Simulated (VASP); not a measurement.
# Driving VASP from ASE on Ni, part 2 of 3

Do ASE scripts that read Ni from different structure formats give one answer, and do several routes find one equilibrium volume? All runs use LDA. Left out of this account: 1 further run (fields: a reference on another mesh). This is not the structure that Ni takes at ambient conditions. The start is a computed cell from the Materials Project.

VASP 6.6.1; LDA, spin-polarised from a ferromagnetic start; plane waves and PAW (Ni).

Still holding for the runs below: The magnetic state follows from one typed start and may not be the lowest.

So far. Step 2 (Total energy, forces and stress (LDA, through ASE)): The pressure is -11.62 GPa and the largest force 0.000 eV/Å, so the cell is not at a minimum at these settings. Step 3 (Self-consistent run (LDA, through ASE)): The energy lies +3.56 meV an atom from the first script, on another mesh.

### Step 4. Relaxing cell and atoms (LDA, through ASE)

Properties are meant for the cell that this level of theory prefers, so cell and atoms are relaxed first (ISIF = 3) until forces and stress are small; EDIFFG sets the threshold.

File run.py:

```python
import numpy as np
from ase.calculators.vasp import Vasp
from ase.io import read

atoms = read('Ni.cif')

calc = Vasp(
    xc='lda',
    pp='LDA',
    prec='Accurate',
    encut=400,
    ediff=1e-06,
    nelm=100,
    ismear=-1,
    sigma=0.05,
    lreal=False,
    algo='Normal',
    nbands=19,
    ispin=2,
    lasph=True,
    lmaxmix=4,
    lorbit=11,
    lwave=False,
    lcharg=False,
    kpar=2,
    ibrion=2,
    nsw=60,
    isif=3,
    ediffg=-0.01,
    pp_version='64',
    setups={'Ni': ''},
    kpts=(18, 18, 10),
    gamma=True,
    txt='vasp.out',
    magmom=[1.0, 1.0],
)
atoms.calc = calc

print("energy (eV):", round(atoms.get_potential_energy(), 6))
print("Fermi level (eV):", round(calc.get_fermi_level(), 4))
print("forces (eV/A):")
print(np.round(atoms.get_forces(), 4))
print("stress (GPa, Voigt, tension positive):", np.round(atoms.get_stress() * 160.21766, 3))
print("magnetic moment (muB):", round(atoms.get_magnetic_moment(), 3))
print("cell (A, degrees):", np.round(atoms.cell.cellpar(), 4))
print("volume (A^3):", round(atoms.get_volume(), 4))
print("positions:")
print(np.round(atoms.get_scaled_positions(), 5))
```

File Ni.cif:

```cif
data_Ni
_cell_length_a 2.44802290
_cell_length_b 2.44802290
_cell_length_c 4.07280757
_cell_angle_alpha 90.00000000
_cell_angle_beta 90.00000000
_cell_angle_gamma 120.00000000
_space_group_name_H-M_alt 'P1'
_space_group_name_Hall 'P 1'
_space_group_IT_number 1
loop_
_space_group_symop_operation_xyz
'x,y,z'
loop_
_atom_site_label
_atom_site_type_symbol
_atom_site_symmetry_multiplicity
_atom_site_Wyckoff_symbol
_atom_site_fract_x
_atom_site_fract_y
_atom_site_fract_z
_atom_site_occupancy
Ni1 Ni 1 a 0.3333333300 0.6666666700 0.2500000000 1
Ni2 Ni 1 a 0.6666666700 0.3333333300 0.7500000000 1
```

Potentials, in the order of the species: Ni (LDA family, release 64).

The run is started by

```console
export ASE_VASP_COMMAND="mpirun -np 2 vasp_std"
python run.py
```

What it wrote:

```text
energy (eV): -13.116039
Fermi level (eV): 10.2612
forces (eV/A):
[[ 0. -0.  0.]
 [-0.  0.  0.]]
stress (GPa, Voigt, tension positive): [-0.052 -0.052 -0.133 -0.    -0.     0.   ]
magnetic moment (muB): 1.16
cell (A, degrees): [  2.4161   2.4161   3.9688  90.      90.     120.    ]
volume (A^3): 20.0636
positions:
[[0.33333 0.66667 0.25   ]
 [0.66667 0.33333 0.75   ]]
```

Wall time 3.1 min (2 MPI ranks of Intel Xeon Platinum 8259CL at 2.50GHz (Skylake/Cascade Lake), shared host); peak memory 0.36 GiB; 5.3 min of CPU time.

ASE turned this into the INCAR:

```
ENCUT = 400.000000
SIGMA = 0.050000
EDIFF = 1.00e-06
EDIFFG = -1.00e-02
ALGO = Normal
PREC = Accurate
IBRION = 2
ISIF = 3
ISMEAR = -1
ISPIN = 2
KPAR = 2
LMAXMIX = 4
LORBIT = 11
NBANDS = 19
NELM = 100
NSW = 60
MAGMOM = 2*1.0000
LASPH = .TRUE.
LCHARG = .FALSE.
LWAVE = .FALSE.
LREAL = .FALSE.
```

The KPOINTS that ASE wrote:

```
KPOINTS created by Atomic Simulation Environment
0
Gamma
18 18 10
0 0 0
```

vasp.out:

```text
[... set-up lines as in an earlier step ...]
 entering main loop
       N       E                     dE             d eps       ncg     rms          rms(c)
DAV:   1     0.789043853937E+02    0.78904E+02   -0.79286E+03 18064   0.129E+03
DAV:   2    -0.116506850195E+02   -0.90555E+02   -0.84248E+02 17031   0.221E+02
DAV:   3    -0.152670201251E+02   -0.36163E+01   -0.35262E+01 18693   0.547E+01
DAV:   4    -0.153100643273E+02   -0.43044E-01   -0.43021E-01 19563   0.537E+00
DAV:   5    -0.153112687638E+02   -0.12044E-02   -0.12044E-02 18972   0.879E-01    0.148E+01
DAV:   6    -0.138140571059E+02    0.14972E+01   -0.91024E+00 18457   0.667E+01    0.879E+00
DAV:   7    -0.131322583999E+02    0.68180E+00   -0.19786E+00 18577   0.276E+01    0.269E+00
DAV:   8    -0.130976510156E+02    0.34607E-01   -0.13107E-02 25550   0.142E+00    0.130E+00
DAV:   9    -0.130921803747E+02    0.54706E-02   -0.65099E-04 24608   0.298E-01    0.418E-01
DAV:  10    -0.130904059648E+02    0.17744E-02   -0.15488E-04 29330   0.244E-01    0.518E-02
DAV:  11    -0.130904261121E+02   -0.20147E-04   -0.23013E-05 17901   0.466E-02    0.355E-02
DAV:  12    -0.130904006889E+02    0.25423E-04   -0.20284E-06 15430   0.258E-02    0.153E-02
DAV:  13    -0.130904002387E+02    0.45027E-06   -0.23359E-06 15713   0.161E-02
   1 F= -.13090400E+02 E0= -.13073445E+02  d E =-.130904E+02  mag=     1.1828
 curvature:   0.00 expect dE= 0.000E+00 dE for cont linesearch  0.000E+00
 trial: gam= 0.00000 g(F)=  0.289E-45 g(S)=  0.172E+00 ort = 0.000E+00 (trialstep = 0.100E+01)
 search vector abs. value=  0.172E+00
 bond charge predicted
       N       E                     dE             d eps       ncg     rms          rms(c)
DAV:   1    -0.173887624903E+02   -0.42984E+01   -0.28635E+01 18270   0.936E+01    0.181E+01
DAV:   2    -0.139837011345E+02    0.34051E+01   -0.12064E+01 18274   0.831E+01    0.691E+00
DAV:   3    -0.131800243794E+02    0.80368E+00   -0.21685E+00 18231   0.294E+01    0.285E+00
DAV:   4    -0.131019831977E+02    0.78041E-01   -0.18856E-02 22108   0.149E+00    0.144E+00
DAV:   5    -0.130708675630E+02    0.31116E-01   -0.57471E-03 25038   0.883E-01    0.712E-01
DAV:   6    -0.130683865697E+02    0.24810E-02   -0.31279E-03 21308   0.569E-01    0.197E-01
DAV:   7    -0.130684690414E+02   -0.82472E-04   -0.13471E-04 19545   0.101E-01    0.529E-02
DAV:   8    -0.130684664472E+02    0.25942E-05   -0.70284E-06 21411   0.314E-02    0.311E-02
DAV:   9    -0.130684629829E+02    0.34643E-05   -0.56824E-07 12215   0.930E-03    0.783E-03
DAV:  10    -0.130684628283E+02    0.15461E-06   -0.15033E-07  8898   0.407E-03
   2 F= -.13068463E+02 E0= -.13053299E+02  d E =0.219374E-01  mag=     1.1342
[...]
3 F= -.13131554E+02 E0= -.13115443E+02  d E =-.411540E-01  mag=     1.1629
[...]
4 F= -.13131561E+02 E0= -.13115466E+02  d E =-.411607E-01  mag=     1.1624
[...]
5 F= -.13132308E+02 E0= -.13116047E+02  d E =-.746968E-03  mag=     1.1608
[...]
6 F= -.13132346E+02 E0= -.13116017E+02  d E =-.784705E-03  mag=     1.1602
 curvature:  -0.53 expect dE=-0.113E-04 dE for cont linesearch -0.370E-05
 ZBRENT: interpolating
 opt :   1.1825  next Energy=   -13.132350 (dE=-0.789E-03)
 bond charge predicted
       N       E                     dE             d eps       ncg     rms          rms(c)
DAV:   1    -0.131323896214E+02   -0.43349E-04   -0.99867E-04 18811   0.235E-01    0.440E-02
DAV:   2    -0.131323605722E+02    0.29049E-04   -0.22642E-05 21851   0.838E-02    0.213E-02
DAV:   3    -0.131323506905E+02    0.98818E-05   -0.11771E-05 22277   0.425E-02    0.634E-03
DAV:   4    -0.131323520909E+02   -0.14005E-05   -0.12678E-06  9892   0.190E-02    0.253E-03
DAV:   5    -0.131323517489E+02    0.34204E-06   -0.22483E-07  8493   0.573E-03
   7 F= -.13132352E+02 E0= -.13116039E+02  d E =-.790784E-03  mag=     1.1603
 curvature:  -0.61 expect dE=-0.535E-05 dE for cont linesearch -0.931E-06
 trial: gam= 0.02745 g(F)=  0.157E-45 g(S)=  0.871E-05 ort =-0.464E-04 (trialstep = 0.951E+00)
 search vector abs. value=  0.723E-05
 reached required accuracy - stopping structural energy minimisation
```

Parts of OUTCAR (step 4):

```text
 Found    222 irreducible k-points:

   NELECT =      20.0000    total number of electrons

 E-fermi :  10.2612

 spin component 1
 k-point     1 :       0.0000    0.0000    0.0000
  band No.  band energies     occupation
    ...
      8       8.5626      1.00000
      9       8.5626      1.00000
     10       9.6338      1.00000
     11       9.6338      1.00000
     12       9.7643      0.99995
     13      16.4861      0.00000
     14      33.6676      0.00000
     15      36.1151      0.00000
     16      36.1151      0.00000
     17      36.5932      0.00000
    ...

 k-point     2 :       0.0556   -0.0000    0.0000
  band No.  band energies     occupation
    ...
      7       8.1396      1.00000
      8       8.4957      1.00000
      9       8.5293      1.00000
     10       8.9216      1.00000
     11       9.6474      1.00000
     12      10.6191      0.00078
     13      16.5046      0.00000
     14      32.7155      0.00000
     15      34.5026      0.00000
     16      34.7705      0.00000
    ...

 k-point     3 :       0.1111   -0.0000    0.0000
  band No.  band energies     occupation
    ...
      7       8.0600      1.00000
      8       8.2776      1.00000
      9       8.4383      1.00000
     10       8.5655      1.00000
     11       9.6816      0.99999
     12      11.6403      0.00000
     13      16.5648      0.00000
     14      30.1696      0.00000
     15      33.0078      0.00000
     16      33.6651      0.00000
    ...

 k-point     4 :       0.1667    0.0000    0.0000
  band No.  band energies     occupation
    ...
      7       8.2395      1.00000
      8       8.3103      1.00000
      9       8.4263      1.00000
     10       8.4939      1.00000
     11       9.7233      0.99998
     12      12.7592      0.00000
     13      16.6803      0.00000
     14      27.3920      0.00000
     15      31.3484      0.00000
     16      33.0015      0.00000
    ...

  Total        0.0064743      0.0064743      0.0166500     -0.0000000      0.0000000      0.0000000
  in kB        0.5170092      0.5170092      1.3295840     -0.0000000      0.0000000      0.0000000
  external PRESSURE =       0.7878675 kB  Pullay stress =       0.0000000 kB

  energy-cutoff  :      400.00
  volume of cell :       20.06
      direct lattice vectors                 reciprocal lattice vectors
     2.416056050 -0.000000000  0.000000000     0.413897683  0.238963938  0.000000000
    -1.208028025  2.092365916 -0.000000000     0.000000000  0.477927877 -0.000000000
    -0.000000000  0.000000000  3.968837390    -0.000000000  0.000000000  0.251962956

 POSITION                                       TOTAL-FORCE (eV/Angst)
 -----------------------------------------------------------------------------------
     -0.00000      1.39491      0.99221         0.000000     -0.000000      0.000000
      1.20803      0.69746      2.97663        -0.000000      0.000000      0.000000
 -----------------------------------------------------------------------------------
    total drift:                               -0.000000      0.000000     -0.000000

  FREE ENERGIE OF THE ION-ELECTRON SYSTEM (eV)
  ---------------------------------------------------
  free  energy   TOTEN  =       -13.1323517489 eV

  energy  without entropy=      -13.0997265570  energy(sigma->0) =      -13.11603915

 reached required accuracy - stopping structural energy minimisation

 total charge
# of ion       s       p       d       tot
------------------------------------------
    1        0.534   0.571   8.370   9.475
    2        0.534   0.571   8.370   9.475
--------------------------------------------------
tot          1.069   1.142  16.739  18.950

 magnetization (x)
# of ion       s       p       d       tot
------------------------------------------
    1       -0.004  -0.019   0.603   0.580
    2       -0.004  -0.019   0.603   0.580
--------------------------------------------------
tot         -0.008  -0.038   1.205   1.160

[... 7 parts as in an earlier step ...]

[... 10 further parts left out ...]
```

CONTCAR:

```
Ni
   1.00000000000000
     2.4160560500633883   -0.0000000000000000    0.0000000000000000
    -1.2080280250316937    2.0923659163219819   -0.0000000000000000
    -0.0000000000000000    0.0000000000000000    3.9688373903456826
  Ni
     2
Direct
     0.3333333300000021    0.6666666699999979    0.2500000000000000
     0.6666666699999979    0.3333333300000021    0.7500000000000000
```

The run keeps the 24 symmetry operations of its start, so it cannot find a distortion of lower symmetry.

Relaxation path:

```
step  energy less that of the first step (eV)  largest force (eV/Å)  pressure (GPa)  volume (Å³)
   1                                   0.0000                0.0000          -11.62        21.14
   2                                   0.0219                0.0000           18.20        18.88
   3                                  -0.0412                0.0000           -0.08        20.08
   4                                  -0.0412                0.0000            0.20        20.06
   5                                  -0.0419                0.0000            0.08        20.06
   6                                  -0.0419                0.0000            0.11        20.06
   7                                  -0.0420                0.0000            0.08        20.06
```

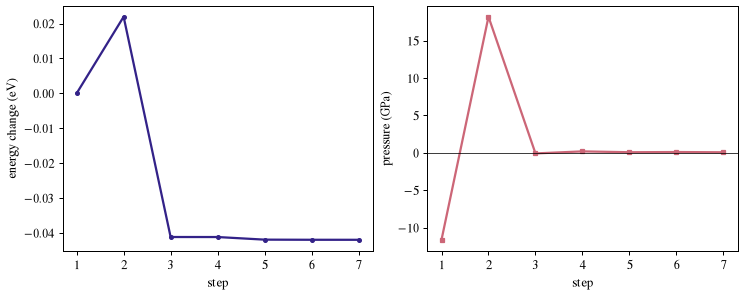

Energy and pressure along the relaxation.

```
conventional cell, symmetrised  before  after  change
                         a (Å)   2.448  2.416  -1.3 %
                         b (Å)   2.448  2.416  -1.3 %
                         c (Å)   4.073  3.969  -2.6 %
              volume (Å³/atom)   10.57  10.03  -5.1 %
```

The relaxed structure:

```
Ni
1.0
     2.41606    0.00000    0.00000
    -1.20803    2.09237    0.00000
     0.00000    0.00000    3.96884
Ni
2
Direct
  0.33333 0.66667 0.25000
  0.66667 0.33333 0.75000
```

Numbers from this step:

```
irreducible k-points                              : 222
free energy (TOTEN)                               : -13.13 eV
energy at zero smearing                           : -13.12 eV
Fermi energy                                      : 10.26 eV
pressure                                          : 0.07879 GPa
moment of the cell, from the last line of the log : 1.160 μB
SCF cycles over all ionic steps                   : 57
```

It ends with forces that vanish by symmetry and a pressure of 0.08 GPa.

### Step 5. Equation of state by an ASE loop (LDA)

An ASE loop scales the volume and fits the energies, which gives the bulk modulus from energies alone.

File run.py:

```python
import numpy as np
from ase.calculators.vasp import Vasp
from ase.io import read
from ase.eos import EquationOfState
from ase.units import GPa

atoms = read('structure.vasp')

calc = Vasp(
    xc='lda',
    pp='LDA',
    prec='Accurate',
    encut=400,
    ediff=1e-06,
    nelm=100,
    ismear=-1,
    sigma=0.05,
    lreal=False,
    algo='Normal',
    nbands=19,
    ispin=2,
    lasph=True,
    lmaxmix=4,
    lorbit=11,
    lwave=False,
    lcharg=False,
    kpar=2,
    isif=2,
    pp_version='64',
    setups={'Ni': ''},
    kpts=(18, 18, 10),
    gamma=True,
    txt='vasp.out',
    magmom=[1.0, 1.0],
)
atoms.calc = calc

cell, volumes, energies = atoms.get_cell(), [], []
for x in [0.94, 0.96, 0.98, 1.0, 1.02, 1.04, 1.06]:
    atoms.set_cell(cell * x ** (1 / 3), scale_atoms=True)
    volumes.append(atoms.get_volume())
    energies.append(atoms.get_potential_energy())
    print(f"{x:.2f}  V = {volumes[-1]:.4f} A^3  E = {energies[-1]:.6f} eV")
v0, e0, b0 = EquationOfState(volumes, energies, eos="birchmurnaghan").fit()
print(f"V0 = {v0:.4f} A^3  E0 = {e0:.6f} eV  B0 = {b0 / GPa:.2f} GPa")
```

File structure.vasp:

```
Ni
1.0
    2.4480228978      0.0000000000      0.0000000000
   -1.2240114489      2.1200500186      0.0000000000
    0.0000000000      0.0000000000      4.0728075700
Ni
2
Direct
    0.3333333300      0.6666666700      0.2500000000
    0.6666666700      0.3333333300      0.7500000000
```

What it wrote:

```text
0.94  V = 19.8693 A^3  E = -13.108645 eV
0.96  V = 20.2921 A^3  E = -13.109612 eV
0.98  V = 20.7148 A^3  E = -13.097358 eV
1.00  V = 21.1376 A^3  E = -13.073445 eV
1.02  V = 21.5603 A^3  E = -13.039281 eV
1.04  V = 21.9831 A^3  E = -12.995935 eV
1.06  V = 22.4058 A^3  E = -12.944641 eV
V0 = 20.1076 A^3  E0 = -13.110908 eV  B0 = 250.91 GPa
```

Run time: 4.6 min. Hardware: 2 MPI ranks; peak memory 0.36 GiB; 8.1 min of CPU time.

ASE turned this into the INCAR:

```
ENCUT = 400.000000
SIGMA = 0.050000
EDIFF = 1.00e-06
ALGO = Normal
PREC = Accurate
ISIF = 2
ISMEAR = -1
ISPIN = 2
KPAR = 2
LMAXMIX = 4
LORBIT = 11
NBANDS = 19
NELM = 100
MAGMOM = 2*1.0000
LASPH = .TRUE.
LCHARG = .FALSE.
LWAVE = .FALSE.
LREAL = .FALSE.
```

ASE turned this into the KPOINTS:

```
KPOINTS created by Atomic Simulation Environment
0
Gamma
18 18 10
0 0 0
```

vasp.out (the last of its runs):

```text
[banner, memory and clock lines left out]
running    2 mpi-ranks, on    1 nodes
 distrk:  each k-point on    1 cores,    2 groups
 distr:  one band on    1 cores,    1 groups

 POSCAR found type information on POSCAR Ni
 POSCAR found :  1 types and       2 ions
 LDA part: xc-table for (Slater(with rela. corr.)+CA(PZ))
 , standard interpolation
 POSCAR, INCAR and KPOINTS ok, starting setup
 FFT: planning ... GRIDC
 FFT: planning ... GRID_SOFT
 FFT: planning ... GRID
 WAVECAR not read
 WARNING: random wavefunctions but no delay for mixing, default for NELMDL
 entering main loop
       N       E                     dE             d eps       ncg     rms          rms(c)
DAV:   1     0.802652946439E+02    0.80265E+02   -0.79324E+03 17880   0.128E+03
DAV:   2    -0.114679570044E+02   -0.91733E+02   -0.85379E+02 17061   0.220E+02
DAV:   3    -0.151386980900E+02   -0.36707E+01   -0.35694E+01 18724   0.547E+01
DAV:   4    -0.151828161181E+02   -0.44118E-01   -0.44093E-01 19963   0.543E+00
DAV:   5    -0.151840065942E+02   -0.11905E-02   -0.11904E-02 18961   0.851E-01    0.141E+01
DAV:   6    -0.138281377717E+02    0.13559E+01   -0.10022E+01 18405   0.686E+01    0.966E+00
DAV:   7    -0.129977883266E+02    0.83035E+00   -0.23219E+00 18478   0.292E+01    0.237E+00
DAV:   8    -0.129703009160E+02    0.27487E-01   -0.13184E-02 24604   0.106E+00    0.124E+00
DAV:   9    -0.129648162730E+02    0.54846E-02   -0.56338E-04 24771   0.279E-01    0.409E-01
DAV:  10    -0.129627895736E+02    0.20267E-02   -0.21165E-04 28733   0.297E-01    0.640E-02
DAV:  11    -0.129628231929E+02   -0.33619E-04   -0.30613E-05 17923   0.573E-02    0.330E-02
DAV:  12    -0.129627968446E+02    0.26348E-04   -0.17620E-06 14033   0.271E-02    0.175E-02
DAV:  13    -0.129627960661E+02    0.77855E-06   -0.25545E-06 16619   0.173E-02
   1 F= -.12962796E+02 E0= -.12944641E+02  d E =-.363099E-01  mag=     1.2015
```

From OUTCAR (step 5):

```text
   ENCUT  =  400.0 eV  29.40 Ry    5.42 a.u.   4.07  4.07  6.77*2*pi/ulx,y,z

   NELECT =      20.0000    total number of electrons

 E-fermi :   8.6370

 spin component 1
 k-point     1 :       0.0000    0.0000    0.0000
  band No.  band energies     occupation
    ...
      8       7.1474      1.00000
      9       7.1474      1.00000
     10       8.0121      1.00000
     11       8.0121      1.00000
     12       8.2392      0.99965
     13      13.8740      0.00000
     14      31.2889      0.00000
     15      32.8175      0.00000
     16      32.8175      0.00000
     17      33.3063      0.00000
    ...

 k-point     2 :       0.0556    0.0000    0.0000
  band No.  band energies     occupation
    ...
      7       6.7252      1.00000
      8       7.0897      1.00000
      9       7.1198      1.00000
     10       7.4319      1.00000
     11       8.0226      1.00000
     12       8.9507      0.00188
     13      13.8948      0.00000
     14      30.0706      0.00000
     15      31.6068      0.00000
     16      31.6154      0.00000
    ...

  Total       -2.8831766     -2.8831766     -3.1780453     -0.0000000      0.0000000      0.0000000
  in kB     -206.1676319   -206.1676319   -227.2528445     -0.0000000      0.0000000      0.0000000
  external PRESSURE =    -213.1960361 kB  Pullay stress =       0.0000000 kB

 POSITION                                       TOTAL-FORCE (eV/Angst)
 -----------------------------------------------------------------------------------
     -0.00000      1.44109      1.03817        -0.000000      0.000000      0.000000
      1.24802      0.72054      3.11452         0.000000     -0.000000      0.000000
 -----------------------------------------------------------------------------------
    total drift:                               -0.000000      0.000000     -0.000000

  FREE ENERGIE OF THE ION-ELECTRON SYSTEM (eV)
  ---------------------------------------------------
  free  energy   TOTEN  =       -12.9627960661 eV

  energy  without entropy=      -12.9264861693  energy(sigma->0) =      -12.94464112

 magnetization (x)
# of ion       s       p       d       tot
------------------------------------------
    1       -0.004  -0.018   0.630   0.608
    2       -0.004  -0.018   0.630   0.608
--------------------------------------------------
tot         -0.008  -0.037   1.260   1.215

[... 4 parts as in an earlier step ...]

[... 17 further parts left out ...]
```

Numbers from this step:

```
bulk modulus                  : 250.9 GPa
equilibrium volume of the fit : 10.05 Å³/atom
```

The fitted volume lies +0.22 % from the relaxed one.

[end of part 2 of 3]

[Lines on the potential files, build, host, timing and source positions are cut from VASP's logs without a mark.]

[Logs are printed without paths, hosts, clocks, repeated set-up lines and the standing remarks that a program may print on its own settings, such as how far it seeks lower states.]

[Hosts, paths, dates, database ids (printed as entryN), source tags and the programs' standing remarks are cut or masked in the printed files.]

[A measured line is paired with the nearest computed mode of its activity, which favours agreement.]
